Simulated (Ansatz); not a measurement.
```json
{"atom": "C", "x (Å)": "1.6078", "y (Å)": "1.4131", "z (Å)": "-1.7235"}
{"atom": "F", "x (Å)": "-1.0139", "y (Å)": "-1.2216", "z (Å)": "-2.2900"}
{"atom": "N", "x (Å)": "1.3431", "y (Å)": "0.0425", "z (Å)": "-1.3620"}
{"atom": "N", "x (Å)": "0.0919", "y (Å)": "-2.0412", "z (Å)": "-0.0597"}
{"atom": "Si", "x (Å)": "-0.1781", "y (Å)": "-0.6446", "z (Å)": "-1.0119"}
{"atom": "H", "x (Å)": "1.7856", "y (Å)": "1.5549", "z (Å)": "-2.8054"}
{"atom": "H", "x (Å)": "2.4807", "y (Å)": "1.8207", "z (Å)": "-1.1847"}
{"atom": "H", "x (Å)": "0.7445", "y (Å)": "2.0414", "z (Å)": "-1.4544"}
{"atom": "H", "x (Å)": "2.1092", "y (Å)": "-0.5987", "z (Å)": "-1.5392"}
{"atom": "H", "x (Å)": "-1.0275", "y (Å)": "0.4616", "z (Å)": "-0.4901"}
{"atom": "H", "x (Å)": "0.6218", "y (Å)": "-1.9981", "z (Å)": "0.8014"}
{"atom": "H", "x (Å)": "-0.5828", "y (Å)": "-2.7965", "z (Å)": "-0.0556"}
```

Geometry: PBE0-D3(BJ)/def2-SVP.

Computed with isolated molecule in a Gaussian basis; Kohn-Sham density functional theory, functional PBE0 in Ansatz 0.2.0.

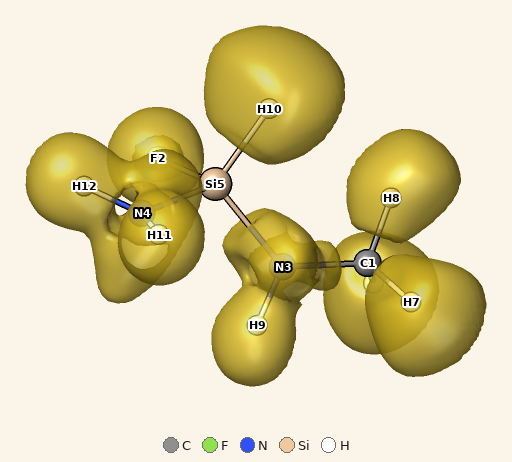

CH7FN2Si. Isosurface of the electron localisation function at 0.75 (yellow), seen at a tilt. Only the valence region is drawn (cores and ρ < 0.01 e/Å³ removed).

> Describe the localisation domains.

The surface consists of four regions around hydrogen nuclei, one region wrapped around F (its lone pairs, merged into a ring or cap), one joined region spread over several atoms (H, N), in which their bonds and any lone pairs are merged and one joined region spread over several atoms (H, N, Si), in which their bonds and any lone pairs are merged. Along the contacts the grid gives the following. C–N (1.44 Å): the ELF peaks at about 0.90 between the atoms (localised, covalent bonding). Si–F (1.63 Å): the ELF peaks at about 0.85 in the valence shell of F, 0.6 Å from its nucleus, and is about 0.60 at the midpoint.
